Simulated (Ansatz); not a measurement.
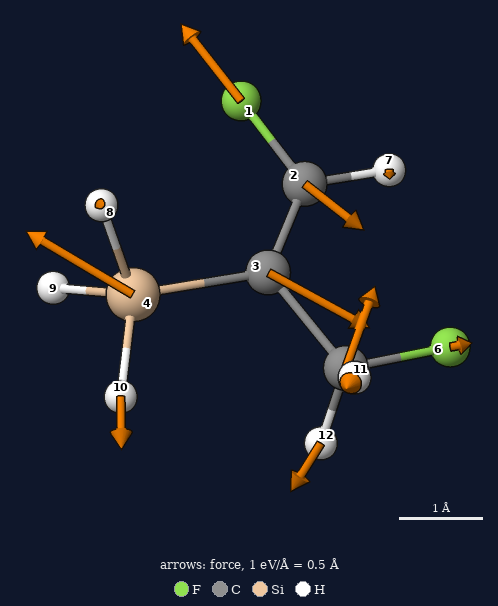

Starting geometry of C3H6F2Si (coarse preliminary run) with the computed forces as orange arrows. The picture is a ball-and-stick view, seen at a tilt.

The start comes from a force field.

These are results of RKS PBE-D4/def2-SVP in Ansatz, not measurements.

The input:
```yaml
crystal:
  periodic: [false, false, false]
  atoms:
    - {symbol: F, position_ang: [-1.678900, 1.026500, 1.537500]}
    - {symbol: C, position_ang: [-0.424200, 0.892000, 1.254300]}
    - {symbol: C, position_ang: [-0.018100, 0.161000, 0.212100]}
    - {symbol: Si, position_ang: [-1.048900, -0.687500, -0.945800]}
    - {symbol: C, position_ang: [1.476100, -0.031500, -0.075200]}
    - {symbol: F, position_ang: [2.239100, 0.658500, 0.852100]}
    - {symbol: H, position_ang: [0.221900, 1.423300, 1.977600]}
    - {symbol: H, position_ang: [-1.917400, -1.676900, -0.231000]}
    - {symbol: H, position_ang: [-1.979700, 0.299300, -1.606100]}
    - {symbol: H, position_ang: [-0.306900, -1.415200, -1.931600]}
    - {symbol: H, position_ang: [1.752500, -1.079000, 0.018000]}
    - {symbol: H, position_ang: [1.761500, 0.374300, -1.027900]}
basis:
  gaussian: {orbitals: def2-SVP}
hamiltonian: {xc: pbe, dispersion: d4}
relax: {f_tol: 0.03, max_steps: 200}
```

Command:
```bash
ansatz run in.yaml --threads 4 --pin off --events-out ev --progress --plain --max-ram 10444MiB
```

Is this structure relaxed? If not, where do the atoms go?

Answer. It isn't relaxed: the largest force vector, on Si4, is 3.06 eV/Å. The final displacements follow the starting forces only in part (cosine between the two patterns 0.49). Si4 moves most after the best rigid fit: 0.12 Å. Largest moves by element: Si 0.12 Å, H 0.10 Å, F 0.10 Å, C 0.10 Å. Near-neighbour distances that change, for instance: C3–Si4 1.767 → 1.889 Å, Si4–H10 1.432 → 1.505 Å, F1–C2 1.293 → 1.349 Å, C5–H12 1.074 → 1.116 Å. Bond angles that change, for instance: Si4–C3–C5 112.7° → 120.6°, C2–C3–Si4 126.6° → 119.7°, C3–Si4–H10 113.1° → 107.7°. Over 7 geometry steps the energy falls by 9.83 kcal/mol. The largest force component goes from 3 to 0.021 eV/Å.
